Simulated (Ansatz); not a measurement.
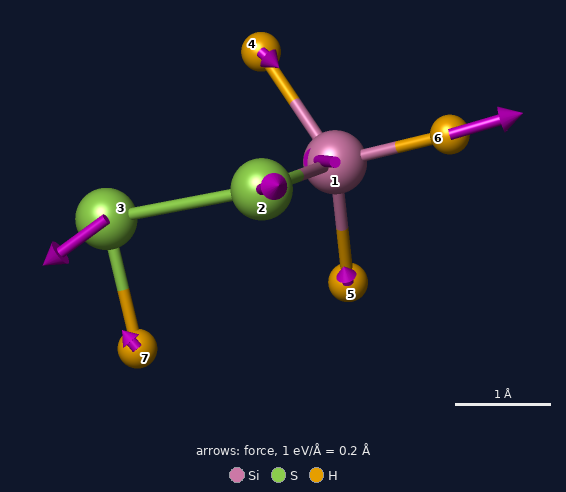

Starting geometry of SiH4S2 with the computed forces as purple arrows. The picture is a ball-and-stick view, seen from a free direction.

It is one of the separated reactants of a reaction.

Level of theory: RKS PBE-D4/def2-SVP in Ansatz 0.2.0. (force threshold 0.03 eV/Å; at most 250 steps)

Is this structure relaxed? If not, where do the atoms go?

It isn't relaxed: the largest force vector, on Si1, is 4.63 eV/Å. The final displacements follow the starting forces only in part (cosine between the two patterns 0.40). Over 7 accepted moves (9 points after the start) the energy falls by 1.534 eV. Largest force component: 4.3 eV/Å at the start, 0.004 eV/Å at the end. The line search rejected the trial steps at points 4, 8 of the run. H7 moves most after the best rigid fit: 0.52 Å. Largest moves by element: H 0.52 Å, S 0.45 Å, Si 0.21 Å. Near-neighbour distances that change, for instance: Si1–S3 2.599 → 3.220 Å, Si1–S2 2.005 → 2.173 Å, Si1–H6 1.355 → 1.506 Å, S2–S3 1.969 → 2.118 Å. Bond angles that change, for instance: Si1–S2–S3 81.7° → 97.3°, S2–Si1–H6 90.6° → 105.5°, H4–Si1–H6 118.0° → 110.2°.
